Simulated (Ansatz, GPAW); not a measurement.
## KSrCl3 (Pm-3m): refractive index against wavelength

The refractive index of KSrCl3 (Pm-3m) below the direct gap (4.79 eV on the mesh) is read from one computed spectrum, n = √(Re ε).

It takes space group Pm-3m (No. 221, cubic). The conventional cell has a = 5.787 Å, b = 5.787 Å, c = 5.787 Å, α = 90.00°, β = 90.00°, γ = 90.00°. Sr on site a is surrounded by 6 Cl at 2.89 Å. Around K on site b lie 12 Cl at 4.09 Å. Cl on site d has 2 Sr at 2.89 Å as nearest neighbours.

Method: GPAW 26.7.0, RPBE, RPA, k-mesh 6×6×6, local fields up to 30 eV, Lorentzian half width 0.05 eV.

Launch of the response step: `OMP_NUM_THREADS=1 python df.py`. The run took 5.1 min, its band step included, on 1 thread of Arm Neoverse V1, on a shared host.

| wavelength (nm) | photon energy E (eV) | n |
| --- | --- | --- |
| 850 | 1.459 | 1.4637 |
| 700 | 1.771 | 1.4686 |
| 633 | 1.959 | 1.4721 |
| 532 | 2.331 | 1.4806 |
| 450 | 2.755 | 1.4929 |
| 405 | 3.061 | 1.5040 |
| 365 | 3.397 | ? |

In the single-oscillator model n² − 1 = E₀E_d/(E₀² − E²), so 1/(n² − 1) = E₀/E_d − E²/(E₀E_d) is linear in E².

Working, on the rows shown:

| x = E² (eV²) | y = 1/(n² − 1) |
| --- | --- |
| 2.12762 | 0.875337 |
| 3.13716 | 0.864464 |
| 3.83641 | 0.85684 |
| 5.43137 | 0.838802 |
| 7.59115 | 0.813835 |
| 9.37179 | 0.792383 |

Means: x̄ = 5.2493, ȳ = 0.84028. Σ(x − x̄)(y − ȳ) = -0.4436, Σ(x − x̄)² = 38.71. Slope = -0.4436 / 38.71 = -0.01146; intercept = ȳ − slope · x̄ = 0.90042. Turned back into n, the line misses the rows shown by at most 0.00035.

Question: What does the fit predict for the withheld row, and how well does it do?

Answer: At x = 11.538 the line gives y = 0.76822, that is 1.5171. The run gave 1.5188, so the extrapolation is off by 0.0017, 3 % of the range in the table.

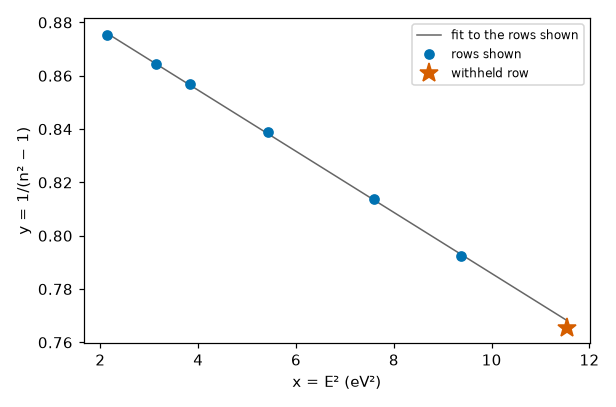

Refitted with all rows, the slope is -0.01168 and the intercept 0.90135. These give E₀ = √(intercept/−slope) = 8.79 eV and E_d = E₀/intercept = 9.7 eV; E₀ is 1.8 times the direct gap. The electronic limit at long wavelengths, without lattice vibrations, is n = √(1 + 1/intercept) = 1.452. The structure is a model and need not exist. Excitons are left out; RPBE gaps are as a rule too small. The values come from a sum over the points of one k-mesh and carry its error, which grows as the direct gap shrinks. Spin-orbit coupling is left out.
